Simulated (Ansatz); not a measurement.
Geometry relaxation, with input and output: SiH$_{5}$ClO$_{2}$ (part 2 of 2)

Continued. System: SiH$_{5}$ClO$_{2}$. Method: RKS PBE0/6-31G* (Ansatz 0.2.0). It belongs to a series of runs on one base structure; here: end point B relaxed.

Geometry of the input (Å):
```
Si -0.3769  -0.2485  -0.4212
H  -0.0207  0.9809  1.9205
O  1.1996  -0.5877  -0.1370
H  1.4204  -1.5166  0.0052
H  -0.4783  1.2133  -0.5098
Cl -0.9595  -1.0471  -2.2486
O  -1.3922  -0.9341  0.7065
H  -2.1179  -1.4488  0.3323
H  -0.5654  0.5696  2.1110
```

Trajectory as extended XYZ, continued:
```
9
Properties=species:S:1:pos:R:3:forces:R:3 step=11 energy=-24565.70968 accepted=F
Si   -0.3401   -0.3860   -0.6558   -0.0232  -0.0358  -0.0025
H    -0.1960    1.3921    2.8064   -0.2352  -0.3221  -0.1593
O     1.2405   -0.7385   -0.4384    0.0236   0.0324  -0.0181
H     1.4552   -1.6526   -0.2194    0.0129  -0.0516   0.0147
H    -0.4284    1.0774   -0.7517   -0.0060   0.0412  -0.0281
Cl   -1.0789   -1.1786   -2.4225    0.0050   0.0210   0.0106
O    -1.2213   -1.0441    0.5689   -0.1114  -0.0278  -0.0118
H    -2.1264   -1.3089    0.3568    0.1037   0.0195   0.0276
H    -0.5954    0.8201    2.5146    0.2307   0.3231   0.1668
9
Properties=species:S:1:pos:R:3:forces:R:3 step=12 energy=-24565.71168
Si   -0.3494   -0.3810   -0.6475   -0.0131  -0.0002  -0.0137
H    -0.1491    1.3802    2.7702   -0.0848  -0.0933  -0.0360
O     1.2312   -0.7277   -0.4153    0.0152  -0.0094  -0.0026
H     1.4474   -1.6413   -0.1910   -0.0033   0.0022   0.0026
H    -0.4435    1.0831   -0.7488    0.0045   0.0105  -0.0017
Cl   -1.0653   -1.1690   -2.4252   -0.0017  -0.0008   0.0034
O    -1.2460   -1.0420    0.5647    0.0065   0.0007   0.0024
H    -2.1298   -1.3483    0.3303   -0.0042  -0.0047   0.0021
H    -0.5863    0.8270    2.5214    0.0810   0.0951   0.0436
9
Properties=species:S:1:pos:R:3:forces:R:3 step=13 energy=-24565.71267
Si   -0.3388   -0.3867   -0.6729    0.0253   0.0594   0.1084
H    -0.2074    1.4061    2.8470   -0.0186  -0.0157  -0.0026
O     1.2416   -0.7508   -0.4676    0.0257  -0.0417   0.0228
H     1.4427   -1.6570   -0.2019    0.0072   0.0124  -0.0084
H    -0.4130    1.0770   -0.7822   -0.0059   0.0326  -0.0046
Cl   -1.0987   -1.1760   -2.4202   -0.0577  -0.0620  -0.1431
O    -1.2210   -1.0265    0.5615    0.0157   0.0031   0.0152
H    -2.1039   -1.3441    0.3392   -0.0054  -0.0026   0.0067
H    -0.5922    0.8389    2.5560    0.0138   0.0145   0.0056
9
Properties=species:S:1:pos:R:3:forces:R:3 step=14 energy=-24565.71099 accepted=F
Si   -0.3189   -0.3921   -0.6941    0.0191   0.0287   0.0695
H    -0.3228    1.4176    2.9364   -0.2039  -0.4241  -0.2717
O     1.2616   -0.7797   -0.5272   -0.0172  -0.0495   0.0253
H     1.4518   -1.6833   -0.2444    0.0120   0.0166  -0.0134
H    -0.3713    1.0716   -0.8229   -0.0134   0.0204  -0.0086
Cl   -1.1406   -1.1925   -2.4146   -0.0287  -0.0270  -0.0367
O    -1.1719   -0.9987    0.5794   -0.0732  -0.0211  -0.0683
H    -2.0759   -1.2873    0.3948    0.1080   0.0334   0.0284
H    -0.6028    0.8253    2.5515    0.1973   0.4224   0.2756
9
Properties=species:S:1:pos:R:3:forces:R:3 step=15 energy=-24565.71475
Si   -0.3274   -0.3825   -0.6803   -0.0153  -0.0660   0.0040
H    -0.2692    1.3953    2.8846   -0.0029   0.0059   0.0080
O     1.2515   -0.7643   -0.4908    0.0067   0.0061  -0.0013
H     1.4496   -1.6702   -0.2226   -0.0087   0.0053  -0.0051
H    -0.3915    1.0800   -0.8100    0.0019   0.0264   0.0024
Cl   -1.1225   -1.1891   -2.4155    0.0018   0.0036   0.0050
O    -1.1950   -1.0023    0.5752    0.0159   0.0177  -0.0068
H    -2.0873   -1.3102    0.3779    0.0029   0.0065  -0.0042
H    -0.5990    0.8242    2.5403   -0.0023  -0.0056  -0.0022
9
Properties=species:S:1:pos:R:3:forces:R:3 step=16 energy=-24565.71551
Si   -0.3181   -0.3859   -0.6939   -0.0184  -0.0367   0.0073
H    -0.3240    1.3978    2.9322   -0.0568  -0.1090  -0.0695
O     1.2603   -0.7782   -0.5203   -0.0042   0.0025  -0.0064
H     1.4541   -1.6818   -0.2417   -0.0059   0.0011  -0.0053
H    -0.3707    1.0772   -0.8340    0.0000   0.0050  -0.0053
Cl   -1.1443   -1.2008   -2.4116    0.0123   0.0103   0.0278
O    -1.1729   -0.9842    0.5811    0.0048   0.0058  -0.0219
H    -2.0717   -1.2850    0.4016    0.0175   0.0120  -0.0021
H    -0.6034    0.8216    2.5454    0.0507   0.1090   0.0754
9
Properties=species:S:1:pos:R:3:forces:R:3 step=17 energy=-24565.71636
Si   -0.3101   -0.3887   -0.7053   -0.0056  -0.0250   0.0099
H    -0.3573    1.4037    2.9679   -0.0521  -0.1029  -0.0658
O     1.2676   -0.7914   -0.5482   -0.0087  -0.0026   0.0051
H     1.4568   -1.6944   -0.2640   -0.0043   0.0084  -0.0079
H    -0.3543    1.0741   -0.8562    0.0001  -0.0034  -0.0027
Cl   -1.1586   -1.2112   -2.4074    0.0013   0.0058   0.0170
O    -1.1545   -0.9712    0.5838    0.0038   0.0061  -0.0247
H    -2.0573   -1.2671    0.4160    0.0187   0.0117  -0.0005
H    -0.6231    0.8272    2.5724    0.0470   0.1021   0.0696
9
Properties=species:S:1:pos:R:3:forces:R:3 step=18 energy=-24565.71812
Si   -0.2797   -0.3972   -0.7427   -0.0285  -0.0143   0.0343
H    -0.4745    1.4041    3.0832   -0.0471  -0.1014  -0.0726
O     1.2953   -0.8325   -0.6362   -0.0770  -0.0208   0.0154
H     1.4703   -1.7334   -0.3351    0.0056   0.0220  -0.0128
H    -0.2959    1.0627   -0.9352    0.0033  -0.0322  -0.0022
Cl   -1.2191   -1.2474   -2.3848    0.0276   0.0178   0.0468
O    -1.0892   -0.9190    0.5969   -0.0006   0.0041  -0.0833
H    -2.0054   -1.1970    0.4703    0.0716   0.0254   0.0019
H    -0.6925    0.8406    2.6424    0.0451   0.0993   0.0725
9
Properties=species:S:1:pos:R:3:forces:R:3 step=19 energy=-24565.71845
Si   -0.2733   -0.3952   -0.7488   -0.0022  -0.0539   0.0339
H    -0.5348    1.3930    3.1191   -0.0513  -0.1859  -0.1605
O     1.2991   -0.8433   -0.6576   -0.0749  -0.0030   0.0228
H     1.4697   -1.7442   -0.3543    0.0061   0.0183  -0.0110
H    -0.2797    1.0623   -0.9559   -0.0034  -0.0230  -0.0004
Cl   -1.2321   -1.2595   -2.3715    0.0121   0.0239   0.0386
O    -1.0704   -0.8999    0.6050    0.0051   0.0170  -0.0907
H    -1.9900   -1.1718    0.4910    0.0618   0.0230   0.0049
H    -0.6794    0.8395    2.6319    0.0467   0.1836   0.1624
9
Properties=species:S:1:pos:R:3:forces:R:3 step=20 energy=-24565.71969
Si   -0.2704   -0.3964   -0.7520   -0.0058  -0.0223   0.0364
H    -0.5483    1.3844    3.1230   -0.0147  -0.0486  -0.0399
O     1.3013   -0.8462   -0.6628   -0.0681  -0.0055   0.0121
H     1.4720   -1.7457   -0.3561    0.0073   0.0117  -0.0078
H    -0.2757    1.0597   -0.9669    0.0035  -0.0143   0.0018
Cl   -1.2403   -1.2606   -2.3670    0.0119   0.0067   0.0291
O    -1.0627   -0.8911    0.6075    0.0138   0.0079  -0.0783
H    -1.9833   -1.1605    0.4992    0.0415   0.0172   0.0040
H    -0.6836    0.8373    2.6340    0.0105   0.0471   0.0426
9
Properties=species:S:1:pos:R:3:forces:R:3 step=21 energy=-24565.72057
Si   -0.2594   -0.3966   -0.7664    0.0049  -0.0314   0.0495
H    -0.5916    1.3753    3.1555    0.0018   0.0307   0.0336
O     1.3084   -0.8609   -0.6951   -0.0448   0.0016   0.0071
H     1.4754   -1.7589   -0.3820    0.0067   0.0065  -0.0060
H    -0.2527    1.0566   -0.9975   -0.0029  -0.0097  -0.0124
Cl   -1.2626   -1.2789   -2.3496    0.0044   0.0134   0.0059
O    -1.0333   -0.8665    0.6115    0.0065   0.0095  -0.0494
H    -1.9589   -1.1246    0.5224    0.0277   0.0110   0.0033
H    -0.7161    0.8354    2.6602   -0.0042  -0.0316  -0.0316
9
Properties=species:S:1:pos:R:3:forces:R:3 step=22 energy=-24565.72179
Si   -0.2342   -0.4030   -0.7986   -0.0337   0.0107   0.0463
H    -0.7046    1.3515    3.2433   -0.0091  -0.0097  -0.0026
O     1.3258   -0.8960   -0.7665   -0.0485  -0.0138   0.0063
H     1.4865   -1.7884   -0.4352    0.0105   0.0046  -0.0035
H    -0.2066    1.0408   -1.0859   -0.0007  -0.0234   0.0073
Cl   -1.3151   -1.3091   -2.3177    0.0216   0.0053   0.0387
O    -0.9660   -0.8063    0.6244   -0.0312  -0.0072  -0.0939
H    -1.9023   -1.0404    0.5808    0.0818   0.0240  -0.0023
H    -0.7742    0.8319    2.7144    0.0093   0.0094   0.0036
9
Properties=species:S:1:pos:R:3:forces:R:3 step=23 energy=-24565.72166 accepted=F
Si   -0.2160   -0.4040   -0.8231   -0.0764  -0.0324   0.0785
H    -0.8018    1.3263    3.3134   -0.0054  -0.1396  -0.1548
O     1.3364   -0.9217   -0.8194   -0.0555  -0.0112   0.0117
H     1.4916   -1.8103   -0.4749    0.0072   0.0112  -0.0062
H    -0.1717    1.0326   -1.1478   -0.0110  -0.0470   0.0051
Cl   -1.3525   -1.3401   -2.2857    0.0479   0.0404   0.0587
O    -0.9170   -0.7607    0.6299   -0.0560   0.0055  -0.1332
H    -1.8602   -0.9746    0.6188    0.1437   0.0350  -0.0148
H    -0.7996    0.8335    2.7477    0.0055   0.1382   0.1549
9
Properties=species:S:1:pos:R:3:forces:R:3 step=24 energy=-24565.72269
Si   -0.2272   -0.4022   -0.8080   -0.0115   0.0087   0.0028
H    -0.7520    1.3374    3.2751   -0.0075  -0.0538  -0.0534
O     1.3283   -0.9065   -0.7876   -0.0098  -0.0114   0.0071
H     1.4863   -1.7975   -0.4512    0.0088   0.0057  -0.0036
H    -0.1933    1.0377   -1.1117   -0.0017  -0.0147   0.0005
Cl   -1.3290   -1.3248   -2.2999    0.0038   0.0048   0.0040
O    -0.9455   -0.7856    0.6242   -0.0230  -0.0028  -0.0132
H    -1.8834   -1.0111    0.5933    0.0342   0.0107   0.0014
H    -0.7750    0.8335    2.7248    0.0067   0.0528   0.0545
9
Properties=species:S:1:pos:R:3:forces:R:3 step=25 energy=-24565.72300
Si   -0.2142   -0.4039   -0.8271   -0.0218  -0.0133   0.0068
H    -0.8300    1.3123    3.3282    0.0063  -0.1149  -0.1359
O     1.3355   -0.9267   -0.8279   -0.0160  -0.0082   0.0085
H     1.4907   -1.8135   -0.4792    0.0057   0.0068  -0.0038
H    -0.1684    1.0286   -1.1631   -0.0070  -0.0192   0.0012
Cl   -1.3571   -1.3472   -2.2766    0.0172   0.0206   0.0259
O    -0.9064   -0.7475    0.6288   -0.0264   0.0019  -0.0357
H    -1.8489   -0.9570    0.6246    0.0494   0.0129  -0.0035
H    -0.7920    0.8358    2.7510   -0.0074   0.1134   0.1367
9
Properties=species:S:1:pos:R:3:forces:R:3 step=26 energy=-24565.72353
Si   -0.2133   -0.4043   -0.8284   -0.0151   0.0010  -0.0050
H    -0.8393    1.3044    3.3303    0.0023  -0.0346  -0.0406
O     1.3360   -0.9281   -0.8298   -0.0168  -0.0092   0.0061
H     1.4912   -1.8137   -0.4783    0.0066   0.0051  -0.0031
H    -0.1676    1.0270   -1.1689   -0.0024  -0.0141   0.0004
Cl   -1.3604   -1.3487   -2.2730    0.0148   0.0122   0.0191
O    -0.9035   -0.7420    0.6290   -0.0320  -0.0059  -0.0172
H    -1.8461   -0.9506    0.6267    0.0467   0.0122  -0.0017
H    -0.7879    0.8370    2.7512   -0.0040   0.0333   0.0420
9
Properties=species:S:1:pos:R:3:forces:R:3 step=27 energy=-24565.72367
Si   -0.2123   -0.4062   -0.8374    0.0252   0.0372   0.0312
H    -0.8516    1.2908    3.3460   -0.0021  -0.0006   0.0027
O     1.3355   -0.9327   -0.8366    0.0084   0.0043  -0.0141
H     1.4970   -1.8150   -0.4807   -0.0078  -0.0054   0.0039
H    -0.1644    1.0214   -1.1895    0.0027  -0.0028  -0.0177
Cl   -1.3649   -1.3615   -2.2657   -0.0137  -0.0144  -0.0142
O    -0.8966   -0.7200    0.6271    0.0093  -0.0146   0.0065
H    -1.8381   -0.9271    0.6326   -0.0231  -0.0036   0.0028
H    -0.7954    0.8312    2.7631    0.0010  -0.0001  -0.0010
9
Properties=species:S:1:pos:R:3:forces:R:3 step=28 energy=-24565.72401
Si   -0.2062   -0.4047   -0.8438    0.0018  -0.0027   0.0123
H    -0.8791    1.2793    3.3659   -0.0021   0.0014   0.0046
O     1.3384   -0.9405   -0.8524    0.0072   0.0088  -0.0035
H     1.4969   -1.8210   -0.4903   -0.0077   0.0000   0.0021
H    -0.1551    1.0181   -1.2148    0.0032  -0.0031  -0.0021
Cl   -1.3751   -1.3708   -2.2531   -0.0082  -0.0044  -0.0076
O    -0.8813   -0.7050    0.6283    0.0093   0.0017  -0.0004
H    -1.8244   -0.9057    0.6428   -0.0047   0.0006  -0.0021
H    -0.8048    0.8312    2.7762    0.0011  -0.0023  -0.0032
9
Properties=species:S:1:pos:R:3:forces:R:3 step=29 energy=-24565.72408
Si   -0.1918   -0.4053   -0.8674   -0.0558  -0.0302  -0.0051
H    -0.9553    1.2412    3.4260    0.0189  -0.0654  -0.0943
O     1.3455   -0.9612   -0.8944    0.0026  -0.0082   0.0119
H     1.5012   -1.8332   -0.5104   -0.0101   0.0158  -0.0046
H    -0.1298    1.0038   -1.2900   -0.0040  -0.0226   0.0183
Cl   -1.4065   -1.4022   -2.2210    0.0282   0.0251   0.0345
O    -0.8392   -0.6522    0.6287   -0.0097   0.0110  -0.0404
H    -1.7859   -0.8367    0.6708    0.0493   0.0103  -0.0149
H    -0.8291    0.8267    2.8166   -0.0193   0.0641   0.0947
9
Properties=species:S:1:pos:R:3:forces:R:3 step=30 energy=-24565.72450
Si   -0.1922   -0.4053   -0.8703   -0.0199  -0.0163   0.0034
H    -0.9579    1.2328    3.4282    0.0033  -0.0132  -0.0177
O     1.3446   -0.9621   -0.8953    0.0117   0.0017   0.0022
H     1.5015   -1.8320   -0.5077   -0.0119   0.0071  -0.0005
H    -0.1297    1.0022   -1.2959   -0.0025  -0.0114   0.0032
Cl   -1.4069   -1.4080   -2.2162    0.0066   0.0106   0.0081
O    -0.8376   -0.6430    0.6268    0.0001   0.0057  -0.0092
H    -1.7835   -0.8279    0.6706    0.0164   0.0034  -0.0081
H    -0.8289    0.8241    2.8188   -0.0038   0.0123   0.0187
9
Properties=species:S:1:pos:R:3:forces:R:3 step=31 energy=-24565.72464
Si   -0.1890   -0.4064   -0.8790   -0.0099   0.0050  -0.0062
H    -0.9767    1.2166    3.4468   -0.0011   0.0002   0.0026
O     1.3460   -0.9677   -0.9057    0.0107  -0.0008  -0.0004
H     1.5025   -1.8329   -0.5075   -0.0092   0.0031   0.0014
H    -0.1253    0.9948   -1.3238    0.0019  -0.0035   0.0046
Cl   -1.4151   -1.4186   -2.2062    0.0006  -0.0026   0.0056
O    -0.8257   -0.6211    0.6248    0.0030  -0.0013  -0.0009
H    -1.7714   -0.8034    0.6764    0.0030   0.0007  -0.0050
H    -0.8361    0.8196    2.8330    0.0010  -0.0009  -0.0019
9
Properties=species:S:1:pos:R:3:forces:R:3 step=32 energy=-24565.72475
Si   -0.1789   -0.4064   -0.9071   -0.0245   0.0045   0.0316
H    -1.0364    1.1667    3.5058    0.0169  -0.0344  -0.0588
O     1.3499   -0.9847   -0.9387    0.0125  -0.0269   0.0097
H     1.5030   -1.8363   -0.5100   -0.0103   0.0263  -0.0112
H    -0.1071    0.9777   -1.4034   -0.0065  -0.0196  -0.0012
Cl   -1.4394   -1.4591   -2.1701    0.0117   0.0139   0.0107
O    -0.7906   -0.5568    0.6161    0.0194   0.0047  -0.0341
H    -1.7366   -0.7296    0.6902   -0.0029  -0.0017  -0.0047
H    -0.8546    0.8094    2.8762   -0.0163   0.0333   0.0581
9
Properties=species:S:1:pos:R:3:forces:R:3 step=33 energy=-24565.72489
Si   -0.1797   -0.4059   -0.9052   -0.0132   0.0083   0.0124
H    -1.0315    1.1633    3.5009    0.0048  -0.0099  -0.0159
O     1.3495   -0.9832   -0.9343    0.0078  -0.0103   0.0027
H     1.5026   -1.8340   -0.5045   -0.0068   0.0112  -0.0031
H    -0.1103    0.9766   -1.4046    0.0020  -0.0065   0.0032
Cl   -1.4375   -1.4573   -2.1705    0.0012  -0.0020   0.0032
O    -0.7936   -0.5554    0.6164    0.0114   0.0007  -0.0157
H    -1.7393   -0.7303    0.6888   -0.0027  -0.0008  -0.0028
H    -0.8510    0.8070    2.8720   -0.0045   0.0093   0.0161
```

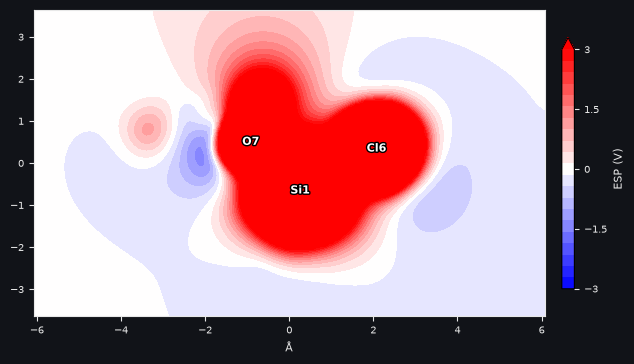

Electrostatic potential on the plane of atoms Cl6, Si1 and O7. The section cuts through Si, Cl and O sites.

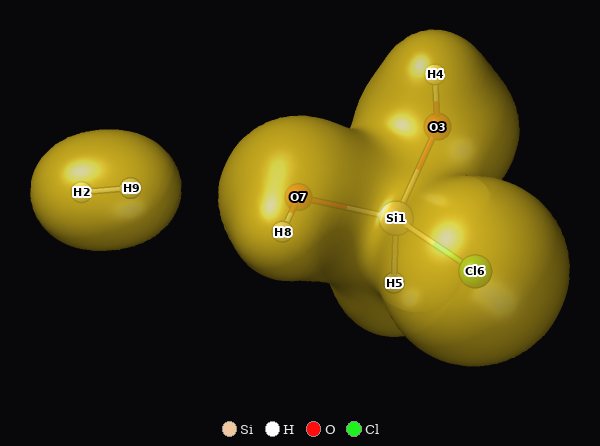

Isosurface of the total electron density at 0.1 e/Å³ (yellow), seen at a tilt. At this value the surface falls into two separate pieces. It is pinched off along the O···H (2.64 Å) contacts. On the grid the lowest density along these lines, outside the cores, is 0.05 e/Å³ (O···H, 2.64 Å), 0.98 e/Å³ (Si–O, 1.63 Å), 0.64 e/Å³ (Si–Cl, 2.07 Å) and 1.6 e/Å³ (H–H, 0.74 Å).

Key numbers:

```json
{"quantity": "outcome", "value": "converged"}
{"quantity": "total energy", "value": "−24565.7249 eV"}
{"quantity": "mean-field energy", "value": "−24565.7249 eV"}
{"quantity": "largest force (length of the vector) at the end", "value": "0.020 eV/Å"}
{"quantity": "wall time", "value": "2 min"}
{"quantity": "peak memory", "value": "0.15 GiB"}
```
